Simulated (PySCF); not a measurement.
NMR shielding calculation, with input and output: CH$_{6}$O$_{3}$Si

System: CH$_{6}$O$_{3}$Si, SMILES C[Si](O)(O)O.
Method: GIAO PBE0/pcSseg-2 NMR shielding, non-relativistic, gas phase (PySCF 2.14.0).

The geometry comes from this level: PBE0-D3(BJ)/def2-TZVP. Figures and captions count atoms from 1; the log counts them from 0 in places.

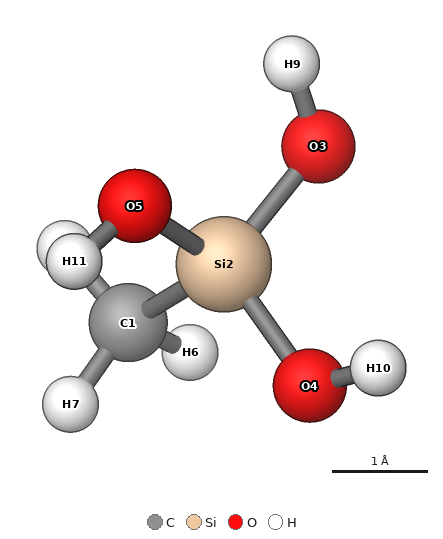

*The input geometry (ball-and-stick view, seen at a tilt; atoms are numbered from 1 in the order of the input).*

Bond lengths as drawn: C–H 1.09 Å, C–Si 1.85 Å, H–O 0.96 Å and O–Si 1.64 to 1.65 Å.

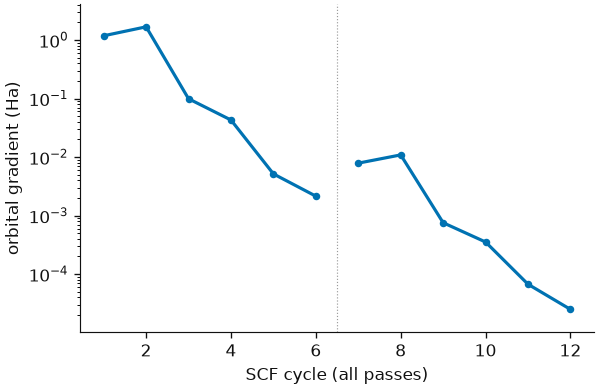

*Convergence of the self-consistent field: orbital gradient against the SCF cycle. The dotted line marks the change from a coarse to the final integration grid.*

The first 6 cycles use a coarse grid, the final grid takes over at cycle 7, and the field converges after 12 cycles in all.

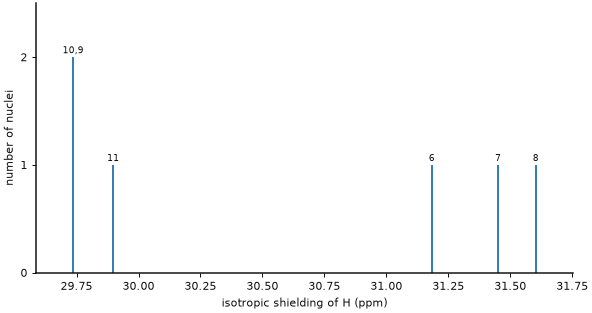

*Isotropic shieldings of the hydrogen nuclei in this fixed geometry, labelled by atom number; shielding grows to the right, so chemical shift grows to the left.*

The least shielded is H10 (29.7 ppm), the most shielded H8 (31.6 ppm).

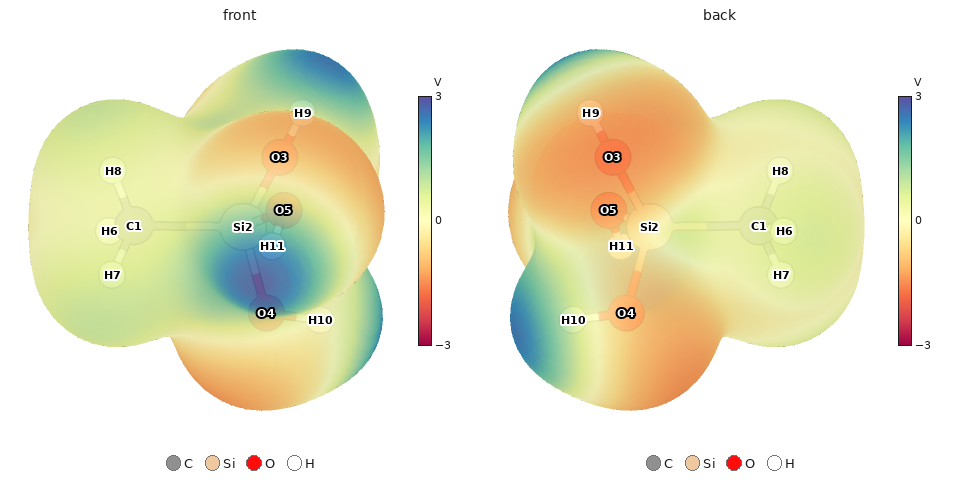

*The molecular electrostatic potential painted on the density surface at 0.002 e/bohr³, seen face on and from behind; red is negative and blue positive.*

A positive charge is drawn to the negative regions and a negative charge to the positive ones.

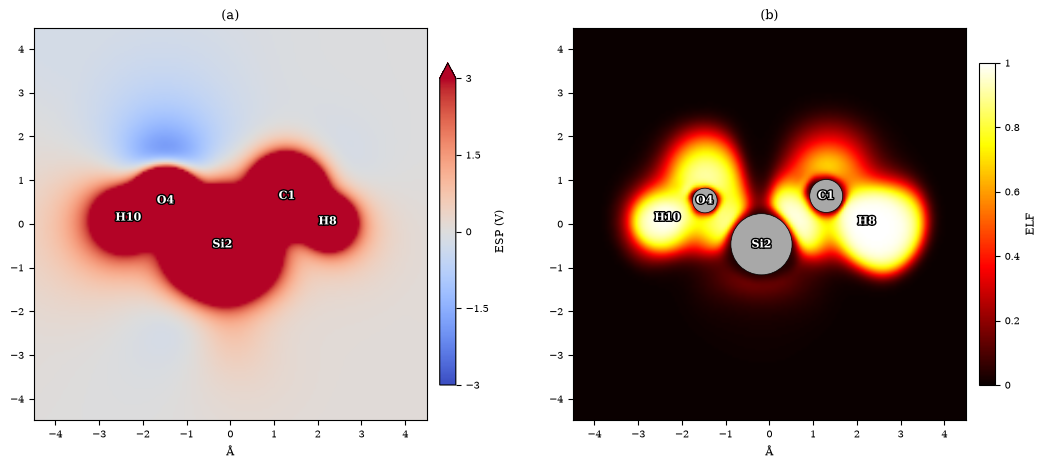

*(a) electrostatic potential; (b) electron localisation function on the plane of atoms Si2, C1 and H8. Grey discs, where drawn, cover atomic cores.*

Atoms in the plane: C, Si, O and H. Si–O (1.64 Å): the ELF peaks at about 0.85 between the atoms, which marks a polar covalent bond. O–H (0.96 Å): the ELF climbs to about 1 towards the hydrogen, as it does in any bond to H; a covalent bond by its length.

The input and output of the run follow.

**The input**
```
{"job": {"kind": "nmr", "xc": "PBE0", "basis": "pcSseg-2"}, "charge": 0, "multiplicity": 1}
C      0.439096    -0.488860    -1.327835
Si    -0.174843     0.167696     0.285443
O     -1.756613    -0.159305     0.561668
O      0.027056     1.789999     0.205217
O      0.599174    -0.513884     1.569926
H     -0.154450    -0.087520    -2.151934
H      1.480111    -0.202701    -1.497463
H      0.374381    -1.578404    -1.355862
H     -1.935942    -0.863703     1.185767
H     -0.408760     2.313334     0.879784
H      1.548641    -0.404851     1.627039
```

The first line tells a small driver script what to run in PySCF; the rest is the geometry in Å.

Run as:
```bash
OMP_NUM_THREADS=1 python <driver script> task.json out
```

**The program's output**
```
coarse grid: 9688 points
cycle   1  E = -556.5494124928  dE =  6.179e-01  |g| = 1.180e+00  |ddm| = 2.347e+00
cycle   2  E = -556.2932070717  dE =  2.562e-01  |g| = 1.678e+00  |ddm| = 1.498e+00
cycle   3  E = -556.7901884782  dE = -4.970e-01  |g| = 9.899e-02  |ddm| = 9.894e-01
cycle   4  E = -556.7918645014  dE = -1.676e-03  |g| = 4.289e-02  |ddm| = 7.538e-02
cycle   5  E = -556.7923078307  dE = -4.433e-04  |g| = 5.149e-03  |ddm| = 2.648e-02
cycle   6  E = -556.7923114426  dE = -3.612e-06  |g| = 2.144e-03  |ddm| = 3.279e-03
final grid: 88992 points
cycle   7  E = -556.7854775740  dE = -7.726e-05  |g| = 7.861e-03  |ddm| = 2.253e-02
cycle   8  E = -556.7854668841  dE =  1.069e-05  |g| = 1.087e-02  |ddm| = 9.180e-03
cycle   9  E = -556.7854888729  dE = -2.199e-05  |g| = 7.538e-04  |ddm| = 5.589e-03
cycle  10  E = -556.7854889493  dE = -7.641e-08  |g| = 3.529e-04  |ddm| = 5.638e-04
cycle  11  E = -556.7854889761  dE = -2.685e-08  |g| = 6.702e-05  |ddm| = 2.100e-04
cycle  12  E = -556.7854889768  dE = -6.332e-10  |g| = 2.492e-05  |ddm| = 3.949e-05
converged SCF energy = -556.7854889768

GIAO shielding tensors (ppm)
atom      isotropic    diamagn.    paramagn.     s11        s22        s33       span
  0 C      190.904     245.522     -54.618    186.654    190.584    195.475      8.821
  1 Si     371.738     875.636    -503.898    349.439    365.182    400.594     51.154
  2 O      278.242     386.763    -108.522    251.132    259.368    324.225     73.094
  3 O      265.989     386.739    -120.751    228.866    249.984    319.116     90.250
  4 O      263.536     387.591    -124.055    235.568    247.476    307.564     71.996
  5 H       31.184      29.734       1.449     26.983     28.585     37.983     11.000
  6 H       31.451      30.552       0.899     27.416     28.940     37.997     10.581
  7 H       31.603      30.487       1.116     27.561     28.957     38.291     10.730
  8 H       29.746      31.620      -1.874     21.910     24.610     42.718     20.808
  9 H       29.727      31.291      -1.564     22.302     23.902     42.978     20.676
 10 H       29.898      32.431      -2.533     22.713     24.376     42.605     19.892
```

**Results in brief**

| quantity | value |
| --- | --- |
| outcome | converged |
| total energy | −556.785489 hartree |
| HOMO | −8.77 eV |
| LUMO | 0.11 eV |
| dipole moment | 1.45 D |
| isotropic shielding, C | 190.9 ppm |
| isotropic shielding, Si | 371.7 ppm |
| isotropic shielding, O | 263.5 to 278.2 ppm |
| isotropic shielding, H | 29.7 to 31.6 ppm |
| hardware | 1 CPU thread, shared host |
| wall time | 39 s |
| peak memory | 0.97 GiB |
